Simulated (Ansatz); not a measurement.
Geometry relaxation, with input and output: SiN3H9O (part 3 of 3)

Continued. System: SiN3H9O. Method: RKS PBE0/6-31G* (Ansatz 0.2.0). It belongs to a series of runs on one base structure; here: end point B relaxed.

Geometry of the input (Å):
```
Si 0.2205  -0.5137  -0.3600
H  -0.3128  0.4540  2.0769
N  1.7590  -0.0980  -0.9976
H  2.5355  -0.7349  -0.9015
H  1.8357  0.4840  -1.8180
N  -0.5953  0.9956  -0.2472
H  -1.5748  1.0279  -0.0018
H  -0.0956  1.8002  0.1043
N  -0.9648  -1.4848  -1.1743
H  -0.7394  -2.4513  -1.3706
H  -1.4451  -1.0695  -1.9625
O  0.6692  -1.4738  0.9347
H  -0.0749  -1.9929  1.2634
H  0.0039  -0.0292  2.4872
```

Trajectory as extended XYZ, continued:
```
14
Properties=species:S:1:pos:R:3:forces:R:3 step=23 energy=-14532.71751
Si    0.1832   -0.4879   -0.5600   -0.0090   0.0034   0.0404
H    -0.1508    0.2981    3.7209    0.0298  -0.0224  -0.0546
N     1.7696   -0.1325   -1.1120    0.0261  -0.0084  -0.0155
H     2.5334   -0.7483   -0.8701   -0.0414   0.0311  -0.0128
H     1.9162    0.3336   -1.9958   -0.0036  -0.0202   0.0364
N    -0.6495    1.0151   -0.6095    0.0049  -0.0190   0.0132
H    -1.6419    1.0480   -0.4191    0.0297  -0.0098  -0.0070
H    -0.1772    1.8365   -0.2574   -0.0032  -0.0167  -0.0062
N    -0.9200   -1.5529   -1.3704   -0.0055  -0.0161  -0.0324
H    -0.6680   -2.5290   -1.4649   -0.0098   0.0390   0.0013
H    -1.3499   -1.2186   -2.2245    0.0231  -0.0176   0.0411
O     0.5111   -1.2537    0.8886   -0.0134   0.0304  -0.0495
H    -0.2583   -1.7262    1.2279    0.0008   0.0055  -0.0094
H     0.1234    0.0313    3.0792   -0.0286   0.0208   0.0549
14
Properties=species:S:1:pos:R:3:forces:R:3 step=24 energy=-14532.71778
Si    0.1766   -0.4821   -0.5641   -0.0066   0.0040   0.0474
H    -0.1052    0.2700    3.7577    0.0283  -0.0290  -0.0711
N     1.7675   -0.1294   -1.1050    0.0246  -0.0106  -0.0150
H     2.5296   -0.7425   -0.8513   -0.0399   0.0306  -0.0133
H     1.9212    0.3287   -1.9917   -0.0035  -0.0195   0.0360
N    -0.6568    1.0197   -0.6338    0.0027  -0.0161   0.0157
H    -1.6507    1.0534   -0.4517    0.0289  -0.0109  -0.0078
H    -0.1882    1.8444   -0.2843   -0.0022  -0.0190  -0.0074
N    -0.9185   -1.5552   -1.3748   -0.0014  -0.0168  -0.0289
H    -0.6641   -2.5318   -1.4588   -0.0105   0.0387   0.0010
H    -1.3412   -1.2289   -2.2355    0.0224  -0.0160   0.0408
O     0.4928   -1.2350    0.8943   -0.0197   0.0318  -0.0598
H    -0.2796   -1.7050    1.2304    0.0024   0.0037  -0.0095
H     0.1380    0.0071    3.1015   -0.0255   0.0290   0.0721
14
Properties=species:S:1:pos:R:3:forces:R:3 step=25 energy=-14532.71810
Si    0.1697   -0.4786   -0.5668   -0.0059   0.0070   0.0477
H    -0.0645    0.2523    3.7829    0.0224  -0.0231  -0.0618
N     1.7650   -0.1269   -1.0949    0.0172  -0.0103  -0.0129
H     2.5250   -0.7383   -0.8316   -0.0330   0.0255  -0.0114
H     1.9262    0.3264   -1.9826   -0.0026  -0.0159   0.0306
N    -0.6644    1.0221   -0.6517    0.0047  -0.0182   0.0142
H    -1.6596    1.0555   -0.4779    0.0235  -0.0100  -0.0073
H    -0.1995    1.8484   -0.3012   -0.0011  -0.0166  -0.0074
N    -0.9170   -1.5575   -1.3815    0.0022  -0.0132  -0.0239
H    -0.6600   -2.5338   -1.4585   -0.0095   0.0331   0.0006
H    -1.3323   -1.2363   -2.2475    0.0183  -0.0129   0.0348
O     0.4728   -1.2236    0.8984   -0.0191   0.0289  -0.0607
H    -0.3024   -1.6935    1.2279    0.0028   0.0029  -0.0059
H     0.1623   -0.0027    3.1181   -0.0197   0.0229   0.0632
14
Properties=species:S:1:pos:R:3:forces:R:3 step=26 energy=-14532.71874
Si    0.1470   -0.4679   -0.5759   -0.0029   0.0185   0.0419
H     0.0614    0.2101    3.8593    0.0181  -0.0230  -0.0540
N     1.7568   -0.1187   -1.0622   -0.0044  -0.0127  -0.0085
H     2.5096   -0.7250   -0.7688   -0.0278   0.0219  -0.0094
H     1.9420    0.3204   -1.9523   -0.0028  -0.0127   0.0268
N    -0.6891    1.0286   -0.7090    0.0103  -0.0346   0.0128
H    -1.6888    1.0605   -0.5625    0.0251  -0.0079  -0.0068
H    -0.2363    1.8602   -0.3554   -0.0016  -0.0087  -0.0063
N    -0.9120   -1.5644   -1.4042    0.0103  -0.0008  -0.0189
H    -0.6467   -2.5397   -1.4602   -0.0083   0.0216   0.0002
H    -1.3036   -1.2586   -2.2867    0.0161  -0.0089   0.0339
O     0.4079   -1.1883    0.9097   -0.0299   0.0166  -0.0647
H    -0.3764   -1.6581    1.2182    0.0143   0.0079  -0.0006
H     0.2493   -0.0457    3.1830   -0.0165   0.0229   0.0536
14
Properties=species:S:1:pos:R:3:forces:R:3 step=27 energy=-14532.71899
Si    0.1368   -0.4638   -0.5777    0.0008   0.0184   0.0341
H     0.1250    0.1865    3.8854    0.0124  -0.0176  -0.0503
N     1.7525   -0.1151   -1.0449   -0.0117  -0.0139  -0.0052
H     2.5021   -0.7189   -0.7384   -0.0268   0.0211  -0.0088
H     1.9487    0.3187   -1.9352   -0.0036  -0.0119   0.0262
N    -0.6997    1.0307   -0.7315    0.0123  -0.0429   0.0139
H    -1.7014    1.0616   -0.5982    0.0264  -0.0055  -0.0059
H    -0.2526    1.8645   -0.3763   -0.0030  -0.0039  -0.0054
N    -0.9094   -1.5672   -1.4135    0.0116   0.0041  -0.0173
H    -0.6407   -2.5420   -1.4612   -0.0076   0.0175   0.0007
H    -1.2901   -1.2670   -2.3025    0.0157  -0.0078   0.0341
O     0.3785   -1.1751    0.9156   -0.0322   0.0176  -0.0691
H    -0.4098   -1.6443    1.2151    0.0167   0.0080   0.0023
H     0.2813   -0.0552    3.1962   -0.0107   0.0168   0.0507
14
Properties=species:S:1:pos:R:3:forces:R:3 step=28 energy=-14532.71922
Si    0.1290   -0.4605   -0.5791    0.0049   0.0128   0.0320
H     0.1694    0.1703    3.9018    0.0105  -0.0169  -0.0487
N     1.7488   -0.1121   -1.0320   -0.0179  -0.0119  -0.0013
H     2.4961   -0.7131   -0.7150   -0.0202   0.0153  -0.0059
H     1.9533    0.3175   -1.9222   -0.0024  -0.0079   0.0189
N    -0.7074    1.0321   -0.7487    0.0148  -0.0423   0.0132
H    -1.7103    1.0626   -0.6260    0.0200  -0.0032  -0.0043
H    -0.2645    1.8681   -0.3935   -0.0034  -0.0009  -0.0043
N    -0.9075   -1.5691   -1.4198    0.0124   0.0064  -0.0096
H    -0.6371   -2.5436   -1.4607   -0.0059   0.0114   0.0011
H    -1.2798   -1.2733   -2.3136    0.0109  -0.0047   0.0246
O     0.3568   -1.1647    0.9197   -0.0294   0.0188  -0.0681
H    -0.4340   -1.6326    1.2141    0.0146   0.0068   0.0032
H     0.3083   -0.0681    3.2078   -0.0090   0.0162   0.0493
14
Properties=species:S:1:pos:R:3:forces:R:3 step=29 energy=-14532.71966
Si    0.1125   -0.4538   -0.5825    0.0122  -0.0039   0.0293
H     0.2610    0.1351    3.9368    0.0095  -0.0174  -0.0532
N     1.7404   -0.1060   -1.0045   -0.0214  -0.0061   0.0017
H     2.4826   -0.7001   -0.6647   -0.0102   0.0057  -0.0012
H     1.9630    0.3157   -1.8938    0.0002  -0.0018   0.0067
N    -0.7230    1.0342   -0.7847    0.0106  -0.0273   0.0113
H    -1.7282    1.0639   -0.6852    0.0120  -0.0002  -0.0023
H    -0.2891    1.8754   -0.4308   -0.0039   0.0018  -0.0028
N    -0.9035   -1.5728   -1.4337    0.0102   0.0090   0.0015
H    -0.6313   -2.5470   -1.4592   -0.0026   0.0013   0.0012
H    -1.2581   -1.2863   -2.3373    0.0034  -0.0014   0.0075
O     0.3114   -1.1438    0.9265   -0.0199   0.0197  -0.0563
H    -0.4848   -1.6074    1.2125    0.0086   0.0043   0.0033
H     0.3683   -0.0935    3.2337   -0.0088   0.0164   0.0533
14
Properties=species:S:1:pos:R:3:forces:R:3 step=30 energy=-14532.71989
Si    0.0965   -0.4464   -0.5856    0.0136  -0.0095   0.0201
H     0.3560    0.0962    3.9672    0.0070  -0.0277  -0.0844
N     1.7318   -0.0993   -0.9776   -0.0146  -0.0017  -0.0040
H     2.4690   -0.6855   -0.6141   -0.0123   0.0056  -0.0022
H     1.9726    0.3139   -1.8663   -0.0009  -0.0040   0.0098
N    -0.7379    1.0367   -0.8207    0.0082  -0.0133   0.0093
H    -1.7451    1.0658   -0.7449    0.0078  -0.0017  -0.0014
H    -0.3134    1.8838   -0.4700   -0.0025   0.0012  -0.0019
N    -0.8993   -1.5765   -1.4454    0.0064   0.0042  -0.0037
H    -0.6264   -2.5509   -1.4533   -0.0035   0.0070   0.0001
H    -1.2359   -1.3009   -2.3592    0.0061  -0.0048   0.0132
O     0.2672   -1.1197    0.9337   -0.0154   0.0139  -0.0388
H    -0.5342   -1.5779    1.2134    0.0059   0.0034  -0.0003
H     0.4202   -0.1257    3.2558   -0.0058   0.0274   0.0841
14
Properties=species:S:1:pos:R:3:forces:R:3 step=31 energy=-14532.72001
Si    0.0924   -0.4446   -0.5863    0.0082  -0.0049   0.0164
H     0.3785    0.0820    3.9733    0.0055  -0.0191  -0.0663
N     1.7294   -0.0976   -0.9702   -0.0314   0.0025   0.0045
H     2.4647   -0.6817   -0.6007    0.0042  -0.0076   0.0064
H     1.9750    0.3130   -1.8582    0.0035   0.0052  -0.0087
N    -0.7417    1.0373   -0.8294    0.0144  -0.0103   0.0072
H    -1.7492    1.0664   -0.7599   -0.0006  -0.0032  -0.0010
H    -0.3197    1.8859   -0.4791   -0.0006   0.0009  -0.0019
N    -0.8981   -1.5775   -1.4484    0.0122   0.0106   0.0227
H    -0.6252   -2.5515   -1.4512    0.0014  -0.0103   0.0007
H    -1.2291   -1.3054   -2.3645   -0.0051   0.0048  -0.0152
O     0.2551   -1.1133    0.9356   -0.0137   0.0090  -0.0309
H    -0.5478   -1.5703    1.2132    0.0070   0.0043  -0.0004
H     0.4369   -0.1290    3.2587   -0.0050   0.0182   0.0664
14
Properties=species:S:1:pos:R:3:forces:R:3 step=32 energy=-14532.72019
Si    0.0856   -0.4406   -0.5874   -0.0024   0.0011   0.0071
H     0.4164    0.0609    3.9822    0.0021  -0.0062  -0.0207
N     1.7250   -0.0941   -0.9587   -0.0074   0.0021   0.0010
H     2.4576   -0.6748   -0.5782    0.0006  -0.0028   0.0023
H     1.9786    0.3119   -1.8466    0.0028   0.0028  -0.0045
N    -0.7476    1.0387   -0.8452    0.0001   0.0040   0.0037
H    -1.7558    1.0677   -0.7862    0.0052  -0.0048  -0.0016
H    -0.3298    1.8901   -0.4966    0.0005  -0.0018  -0.0025
N    -0.8957   -1.5792   -1.4519    0.0054   0.0025   0.0135
H    -0.6230   -2.5533   -1.4447    0.0003  -0.0066  -0.0005
H    -1.2180   -1.3138   -2.3732   -0.0029   0.0030  -0.0094
O     0.2353   -1.1001    0.9389   -0.0081  -0.0028  -0.0093
H    -0.5700   -1.5543    1.2139    0.0058   0.0037  -0.0005
H     0.4627   -0.1456    3.2667   -0.0018   0.0058   0.0213
14
Properties=species:S:1:pos:R:3:forces:R:3 step=33 energy=-14532.72026
Si    0.0762   -0.4355   -0.5895   -0.0012   0.0049  -0.0023
H     0.4689    0.0328    4.0005    0.0012  -0.0024  -0.0064
N     1.7195   -0.0892   -0.9439    0.0005   0.0001  -0.0009
H     2.4484   -0.6655   -0.5493   -0.0068   0.0036  -0.0033
H     1.9840    0.3110   -1.8316   -0.0014  -0.0030   0.0060
N    -0.7558    1.0409   -0.8672   -0.0002   0.0013   0.0005
H    -1.7648    1.0692   -0.8226    0.0039  -0.0053  -0.0008
H    -0.3435    1.8960   -0.5214    0.0024  -0.0015  -0.0011
N    -0.8930   -1.5817   -1.4574    0.0002  -0.0025  -0.0040
H    -0.6204   -2.5560   -1.4378   -0.0024   0.0065  -0.0015
H    -1.2039   -1.3246   -2.3856    0.0043  -0.0026   0.0098
O     0.2088   -1.0840    0.9426   -0.0005  -0.0026  -0.0006
H    -0.5996   -1.5344    1.2141    0.0015   0.0019  -0.0013
H     0.4965   -0.1655    3.2822   -0.0014   0.0018   0.0061
14
Properties=species:S:1:pos:R:3:forces:R:3 step=34 energy=-14532.72029
Si    0.0700   -0.4311   -0.5907   -0.0032  -0.0009   0.0005
H     0.5079    0.0098    4.0107   -0.0007  -0.0032  -0.0078
N     1.7153   -0.0852   -0.9338    0.0090   0.0007   0.0001
H     2.4414   -0.6581   -0.5294   -0.0040   0.0027  -0.0028
H     1.9870    0.3101   -1.8215   -0.0015  -0.0022   0.0038
N    -0.7610    1.0425   -0.8834   -0.0052   0.0085  -0.0018
H    -1.7703    1.0700   -0.8484    0.0026  -0.0037  -0.0003
H    -0.3524    1.9005   -0.5404    0.0019  -0.0016  -0.0006
N    -0.8908   -1.5833   -1.4595   -0.0029  -0.0058  -0.0050
H    -0.6183   -2.5573   -1.4305   -0.0018   0.0048  -0.0011
H    -1.1936   -1.3329   -2.3920    0.0032  -0.0012   0.0077
O     0.1912   -1.0708    0.9460    0.0028  -0.0012   0.0023
H    -0.6194   -1.5182    1.2156   -0.0014   0.0000  -0.0022
H     0.5142   -0.1824    3.2902    0.0011   0.0030   0.0073
```

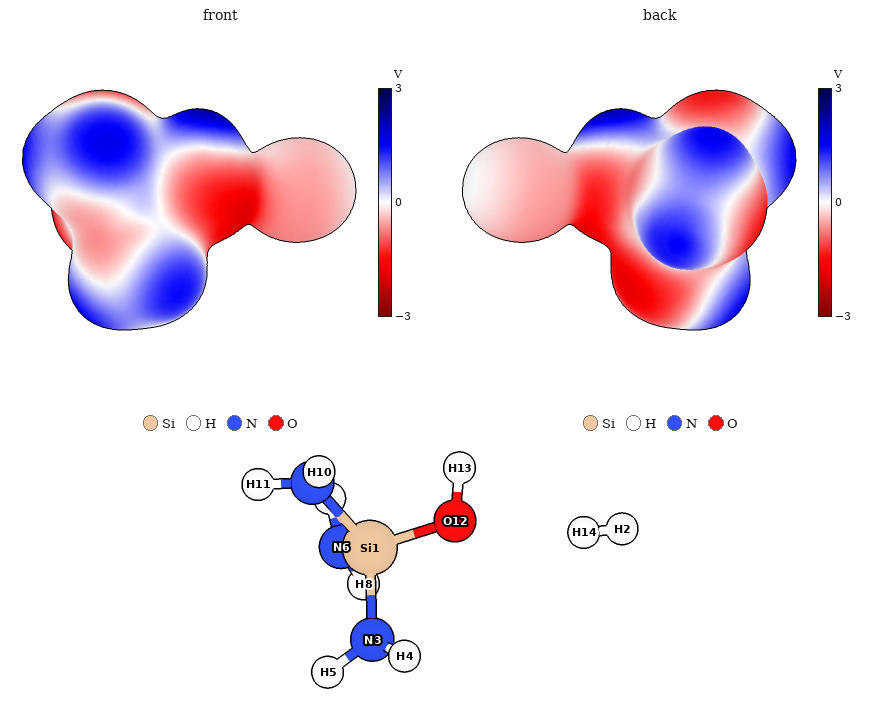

**Figure 1.** The molecular electrostatic potential painted on the density surface at 0.002 e/bohr³, seen face on and from behind; the colour scale runs from red (negative) to blue (positive). The bare structure is drawn below in the same view. A positive charge is drawn to the negative regions and a negative charge to the positive ones.

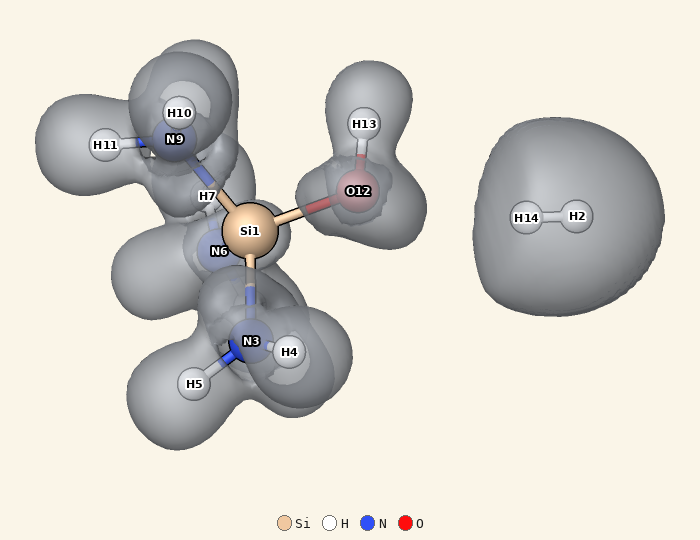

**Figure 2.** Isosurface of the ELF at 0.75 (grey), seen face on. Only the valence region is drawn (cores and ρ < 0.01 e/Å³ removed). Values along the shortest contacts: Si–O (1.67 Å): the ELF peaks at about 0.90 between the atoms (a shared but strongly polarised pair).

Results in brief:

- outcome: converged
- total energy: −14532.7203 eV
- mean-field energy: −14532.7203 eV
- largest force (length of the vector) at the end: 0.010 eV/Å
- hardware: 2 threads of AMD EPYC (Zen 5), 32 GiB of memory available, shared host
- wall time: 44 s (CPU time 82 s)
- peak memory: 0.24 GiB
